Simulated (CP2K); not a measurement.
Consider 2-trifluoromethylpyrimidine at its PBE geometry (Å).

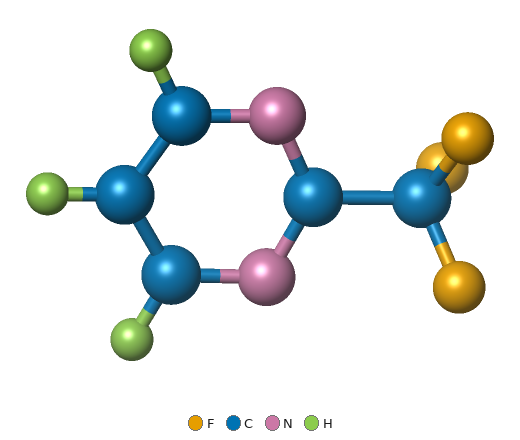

The molecule (fluorine orange, carbon blue, nitrogen pink, hydrogen green).

```xyz
13

F     2.7503   -1.1631    0.1350
C     2.1961    0.0739    0.0277
F     2.6602    0.6407   -1.1299
F     2.6640    0.8265    1.0468
C     0.6656    0.0159    0.0281
N     0.1269   -1.0732   -0.5301
C    -1.2163   -1.1030   -0.5532
C    -1.9907   -0.0707   -0.0244
C    -1.3052    1.0115    0.5289
N     0.0376    1.0728    0.5607
H    -1.6722   -1.9850   -1.0086
H    -3.0786   -0.1066   -0.0446
H    -1.8377    1.8603    0.9636
```

Method: CP2K XAS_TDP, all-electron GAPW, PBEh(45%), aug-cc-pVDZ, TDA, no relativity.

**Question.** Predict the bright core excitations at the C K edge.

Leading lines: C2 288.55 eV, C5 282.28 eV, C7 281.50 eV and C8 281.30 eV. The leading line of an atom is its first one with 35 % of the strongest within 2.5 eV of its lowest line over the strength cut. 

The first six lines of each atom with a strength over 0.0015:

```
                              atom  energy (eV)  states  strength, one atom
          C2 (bonded to C and 3 F)       288.55       1              0.0301
                                         289.89       1              0.0098
                                         290.31       1              0.0777
                                         291.65       1              0.0607
                                         291.78       1              0.0256
                                         292.23       1              0.0159
          C5 (bonded to C and 2 N)       282.28       1              0.0582
                                         288.28       1              0.0017
                                         288.80       1              0.0063
                                         288.87       1              0.0056
                                         289.30       1              0.0035
                                         289.73       1              0.0041
C7 (bonded to C, N and H), 2 alike       281.50       1              0.0592
                                         285.92       1              0.0131
                                         287.05       1              0.0036
                                         287.60       1              0.0029
                                         287.78       1              0.0030
                                         288.24       1              0.0084
          C8 (bonded to 2 C and H)       281.30       1              0.0499
                                         284.75       1              0.0135
                                         286.23       1              0.0048
                                         286.39       1              0.0075
                                         287.36       1              0.0034
                                         287.48       1              0.0049
```

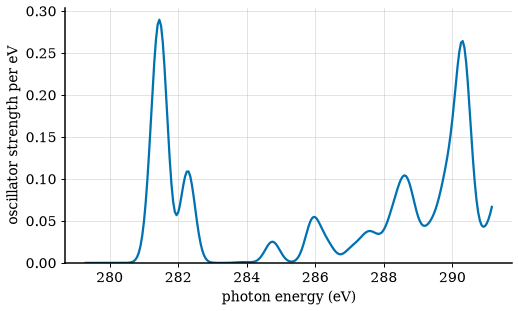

All atoms added, broadened by 0.5 eV.

Lines are vertical, at one geometry, with no vibrational structure. Without a correction of the core level, line positions, and the gaps between valence and Rydberg lines, follow the share of exact exchange. At this level such K lines come out 3 to 6 eV under measured ones. These values hold no scalar relativity, about 0.1 eV for C 1s. Rydberg lines, and the discretised continuum above threshold, depend on the basis and the box.

[Banner, clock and machine lines of the logs are left out without a mark of their own.]

[Logs are printed without paths, hosts, clocks, repeated set-up lines and the standing remarks that a program may print on its own settings, such as how far it seeks lower states.]

[Hosts, paths, dates, database ids (printed as entryN), source tags and the programs' standing remarks are cut or masked in the printed files.]
